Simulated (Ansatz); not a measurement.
## Electronic structure of F₂H₃OSi₂ (SMILES F[SiH](F)O[SiH2]) (doublet) in real space

```json
{"atom": "F", "x (Å)": "-0.1166", "y (Å)": "-0.4081", "z (Å)": "2.1586"}
{"atom": "Si", "x (Å)": "0.8513", "y (Å)": "0.1171", "z (Å)": "1.0235"}
{"atom": "F", "x (Å)": "2.0271", "y (Å)": "-0.9327", "z (Å)": "0.9053"}
{"atom": "O", "x (Å)": "0.0640", "y (Å)": "0.2111", "z (Å)": "-0.3696"}
{"atom": "Si", "x (Å)": "-0.9130", "y (Å)": "-0.4137", "z (Å)": "-1.5403"}
{"atom": "H", "x (Å)": "1.3955", "y (Å)": "1.4207", "z (Å)": "1.4072"}
{"atom": "H", "x (Å)": "-0.9379", "y (Å)": "0.5641", "z (Å)": "-2.6619"}
{"atom": "H", "x (Å)": "-2.2783", "y (Å)": "-0.6158", "z (Å)": "-0.9787"}
```

Geometry: PBE0-D4/def2-TZVP.

These are results of Ansatz 0.2.0, UKS PBE0-D4/def2-TZVPP, not measurements.

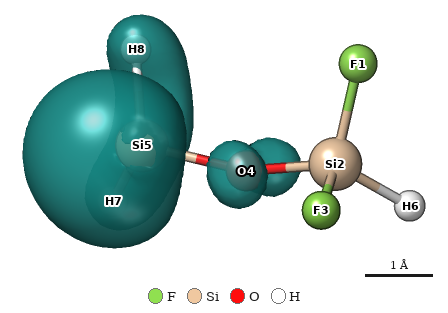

Figure 1. Isosurface of the spin density (α minus β) at +0.02 e/Å³ (teal), seen at an oblique angle.

Question: Which atoms carry the spin?

Answer: The unpaired spin (1 electron) lies mostly on Si5 (about 0.8), in electrons by Hirshfeld's partition.

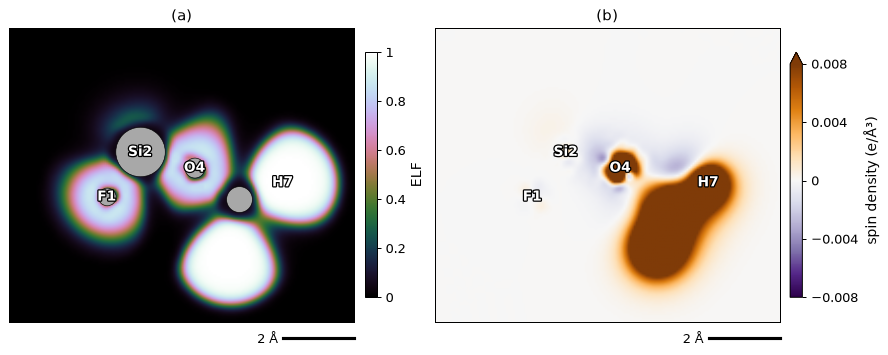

Figure 2. (a) ELF; (b) spin density on the plane of atoms F1, Si2 and O4. Grey discs cover the atomic cores in the ELF map.

Question: What does the map show?

Answer:
- Atoms in the plane: F, Si, O and H.
- Si–F (1.58 Å): the ELF peaks at about 0.85 in the valence shell of F, 0.6 Å from its nucleus, and is about 0.50 at the midpoint.
- Si–O (1.60 Å): the ELF peaks at about 0.85 between the atoms: a polar covalent bond.
- The ELF also peaks beside F1 and O4, away from the bonds: non-bonding electrons, paired or unpaired.

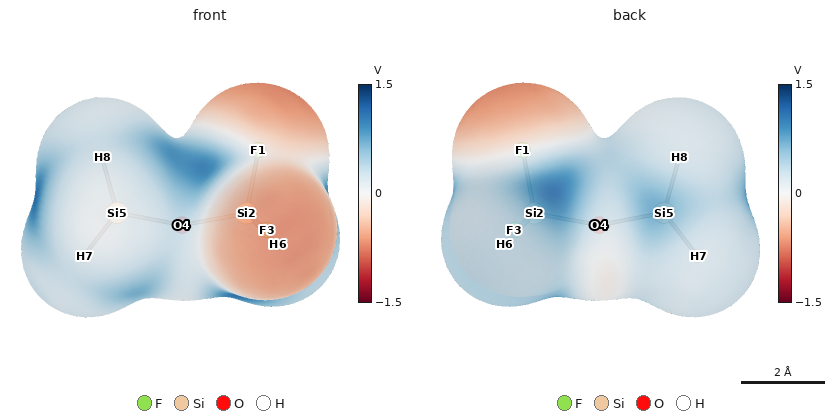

Figure 3. The electrostatic potential painted on the density surface at 0.001 e/bohr³, seen from the front and from behind; red is negative and blue positive.

Question: Where is the surface potential most negative and most positive?

Answer: The most negative region (about −0.7 V) lies over F1 and F3, the most positive (about +1.1 V) over Si2 and Si5.

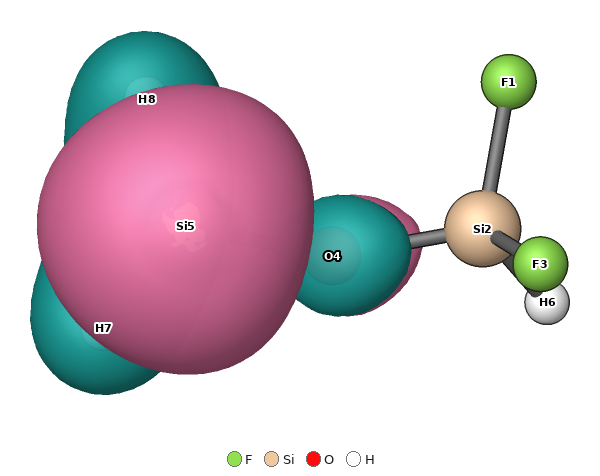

Figure 4. The HOMO (α) at ±0.1 Å⁻³ᐟ² (teal and pink are the two phases), seen across its widest extent.

Question: What is the character of this orbital?

Answer: By Hirshfeld shares it lies mainly on Si5 (about 75 %), O4 (about 10 %), H8 (about 5 %) and H7 (about 5 %). Its energy is −6.40 eV.
